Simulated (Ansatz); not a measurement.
C2H8BClOSi: several calculations on one system

**1. Relaxation**

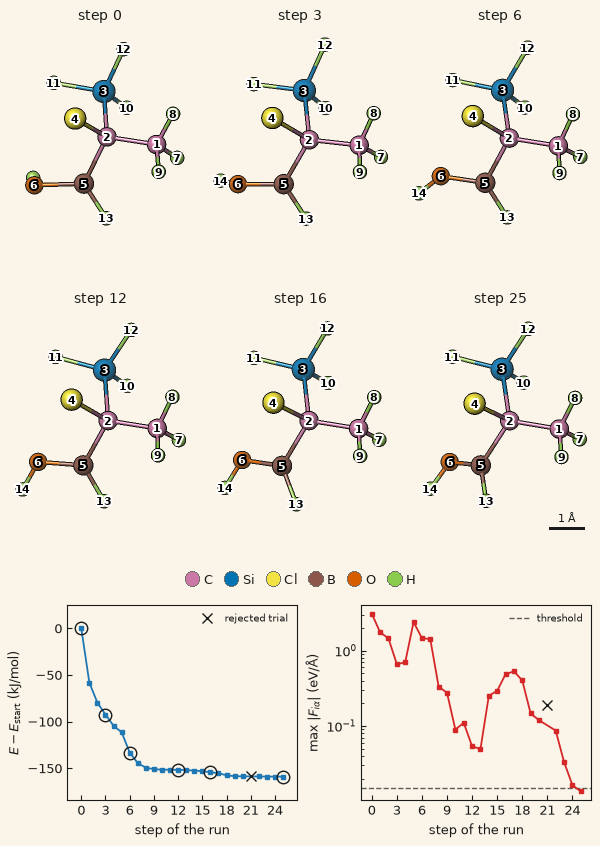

Frames of a relaxation of C₂H₈BClOSi, marked on the history of the run. Style: ball-and-stick. Shown at a tilt.

The run prepares an end point of a later path (torsion) calculation, from a guessed geometry.

Method: Ansatz 0.2.0, RKS r2SCAN/6-31G. Settings: no spin polarisation; force threshold 0.015 eV/Å; at most 40 steps.

**What happens along the run?**

The energy falls by 158.8 kJ/mol in 24 accepted moves (25 points after the start). Largest force component: 3.1 eV/Å at the start, 0.014 eV/Å at the end. The line search rejected the trial step at point 21 of the run. The largest move after the best rigid fit is that of H13, 0.89 Å. By element the largest moves are H 0.89 Å, O 0.81 Å, Si 0.16 Å, C 0.15 Å, Cl 0.13 Å, B 0.11 Å. Some distances before and after: C2–Cl4 1.737 → 1.975 Å, B5–O6 1.473 → 1.376 Å, C1–H9 1.185 → 1.097 Å, Si3–H12 1.423 → 1.504 Å. Among the angles between lasting bonds that change: B5–O6–H14 104.2° → 118.5°, Cl4–C2–B5 107.6° → 96.5°, C1–C2–Si3 107.6° → 114.1°. Groups turn about B5–O6 by about 95°, C2–B5 by about 45°. Cost: 4.8 min on 1 thread of Arm Neoverse V1, on a shared host, peak memory 0.2 GiB. From step 0 to 3: H14 moves most (0.37 Å), energy −92.3 kJ/mol. From step 3 to 6: H14 moves most (0.40 Å), energy −40.7 kJ/mol. From step 6 to 12: H14 moves most (0.43 Å), energy −18.6 kJ/mol. From step 12 to 16: H13 moves most (0.56 Å), energy −2.57 kJ/mol. From step 16 to 25: H13 moves most (0.49 Å), energy −4.68 kJ/mol.

```json
{"step": "0", "E − E(0), kJ/mol": "0.00", "largest force component, eV/Å": "3.0891", "note": ""}
{"step": "1", "E − E(0), kJ/mol": "-58.15", "largest force component, eV/Å": "1.7487", "note": ""}
{"step": "2", "E − E(0), kJ/mol": "-79.66", "largest force component, eV/Å": "1.4508", "note": ""}
{"step": "3", "E − E(0), kJ/mol": "-92.27", "largest force component, eV/Å": "0.6613", "note": ""}
{"step": "4", "E − E(0), kJ/mol": "-104.33", "largest force component, eV/Å": "0.6986", "note": ""}
{"step": "5", "E − E(0), kJ/mol": "-111.27", "largest force component, eV/Å": "2.3851", "note": ""}
{"step": "6", "E − E(0), kJ/mol": "-132.99", "largest force component, eV/Å": "1.4656", "note": ""}
{"step": "7", "E − E(0), kJ/mol": "-144.40", "largest force component, eV/Å": "1.4163", "note": ""}
{"step": "8", "E − E(0), kJ/mol": "-149.27", "largest force component, eV/Å": "0.3331", "note": ""}
{"step": "9", "E − E(0), kJ/mol": "-150.84", "largest force component, eV/Å": "0.2756", "note": ""}
{"step": "10", "E − E(0), kJ/mol": "-151.39", "largest force component, eV/Å": "0.0898", "note": ""}
{"step": "11", "E − E(0), kJ/mol": "-151.47", "largest force component, eV/Å": "0.1103", "note": ""}
{"step": "12", "E − E(0), kJ/mol": "-151.60", "largest force component, eV/Å": "0.0540", "note": ""}
{"step": "13", "E − E(0), kJ/mol": "-151.84", "largest force component, eV/Å": "0.0494", "note": ""}
{"step": "14", "E − E(0), kJ/mol": "-152.39", "largest force component, eV/Å": "0.2520", "note": ""}
{"step": "15", "E − E(0), kJ/mol": "-153.04", "largest force component, eV/Å": "0.2928", "note": ""}
{"step": "16", "E − E(0), kJ/mol": "-154.16", "largest force component, eV/Å": "0.4859", "note": ""}
{"step": "17", "E − E(0), kJ/mol": "-155.16", "largest force component, eV/Å": "0.5310", "note": ""}
{"step": "18", "E − E(0), kJ/mol": "-157.44", "largest force component, eV/Å": "0.4018", "note": ""}
{"step": "19", "E − E(0), kJ/mol": "-158.38", "largest force component, eV/Å": "0.1468", "note": ""}
{"step": "20", "E − E(0), kJ/mol": "-158.50", "largest force component, eV/Å": "0.1196", "note": ""}
{"step": "21", "E − E(0), kJ/mol": "-158.20", "largest force component, eV/Å": "0.1873", "note": "rejected"}
{"step": "22", "E − E(0), kJ/mol": "-158.71", "largest force component, eV/Å": "0.0870", "note": ""}
{"step": "23", "E − E(0), kJ/mol": "-158.82", "largest force component, eV/Å": "0.0333", "note": ""}
{"step": "24", "E − E(0), kJ/mol": "-158.84", "largest force component, eV/Å": "0.0165", "note": ""}
{"step": "25", "E − E(0), kJ/mol": "-158.84", "largest force component, eV/Å": "0.0136", "note": ""}
```

**2. Relaxation**

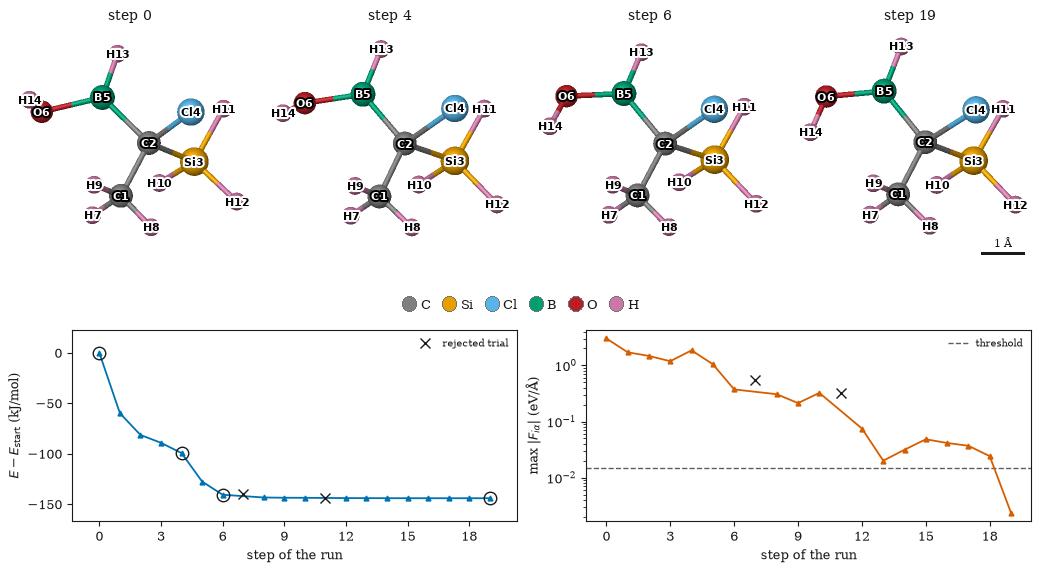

Frames of a relaxation of C₂H₈BClOSi, marked on the history of the run. A ball-and-stick model, seen from a free direction.

The run prepares an end point of a later path (torsion) calculation, from a guessed geometry.

These are results of Ansatz, RKS r2SCAN/6-31G, not measurements. Set-up: no spin polarisation; force threshold 0.015 eV/Å; at most 40 steps.

### What happens along the run?

The atom that moves furthest after the best rigid fit is H14 (0.89 Å). By element the largest moves are H 0.89 Å, O 0.39 Å, B 0.17 Å, Cl 0.15 Å, C 0.14 Å, Si 0.09 Å. Near-neighbour distances that change, for instance: C2–Cl4 1.737 → 1.946 Å, B5–O6 1.473 → 1.375 Å, C1–H9 1.185 → 1.099 Å, Si3–H12 1.423 → 1.501 Å. Among the angles between lasting bonds that change: B5–O6–H14 104.2° → 118.9°, C1–C2–B5 110.3° → 116.3°, C1–C2–Cl4 112.8° → 107.3°. Groups turn about B5–O6 by about 85°. The energy falls by 143.9 kJ/mol in 17 accepted moves (19 points after the start). The largest force component goes from 3 to 0.0024 eV/Å. The line search rejected the trial steps at points 7, 11 of the run. Cost: 3.5 min on 1 thread of Arm Neoverse V1, on a shared host, peak memory 0.2 GiB. From step 0 to 4: H14 moves most (0.37 Å), energy −99.2 kJ/mol. From step 4 to 6: H14 moves most (0.35 Å), energy −41.3 kJ/mol. From step 6 to 19: H14 moves most (0.30 Å), energy −3.43 kJ/mol.

**3. Path**

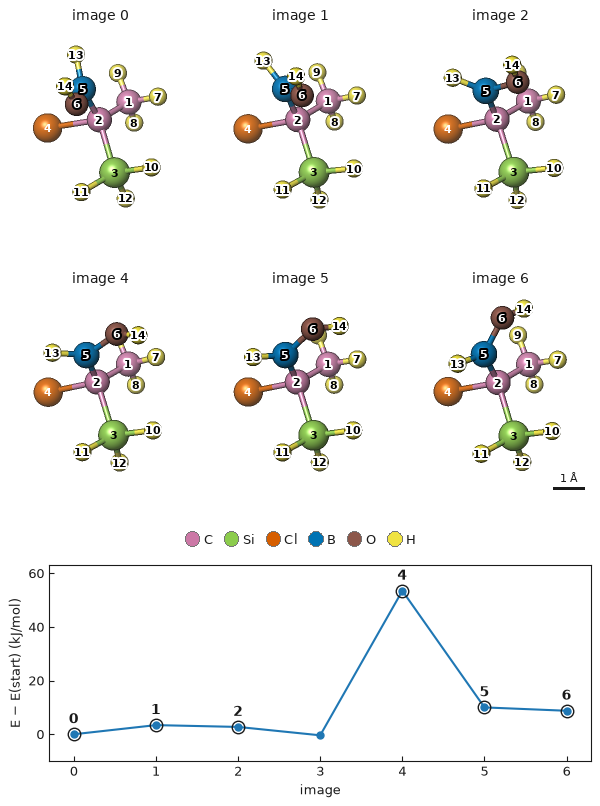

NEB run on C₂H₈BClOSi. Images are numbered from 0 (start) to 6 (end). A ball-and-stick model, seen from a free direction.

Theory: RKS r2SCAN/6-31G in Ansatz. Set-up: 5 movable images; climbing image; force threshold 0.03 eV/Å; iteration limit 26; starting path through a guess of the saddle point.

Read off the barrier and say what moves.

The highest point, image 4, lies 53.5 kJ/mol above the start and 44.7 kJ/mol above the end; the end is at +8.8 kJ/mol relative to the start. Image 3 lies below both ends, at −0.4 kJ/mol, which points to an intermediate minimum that so few images don't resolve. The profile has 2 maxima (images 1, 4) with a dip at image 3 (−0.4 kJ/mol), so the process runs in steps. The path has more than one stage, and so few images may leave a stage unresolved. No bond forms or breaks between the ends. Among the angles between lasting bonds that change up to the highest image: B5–O6–H14 118.5° → 145.5°, Cl4–C2–B5 96.5° → 108.6°. The band converged in 23 iterations. The largest component of the band force went from 16 to 0.025 eV/Å. The climbing image converged on the top of the path. Its vibrational analysis gives one imaginary mode (793i cm⁻¹), as a transition state must have.
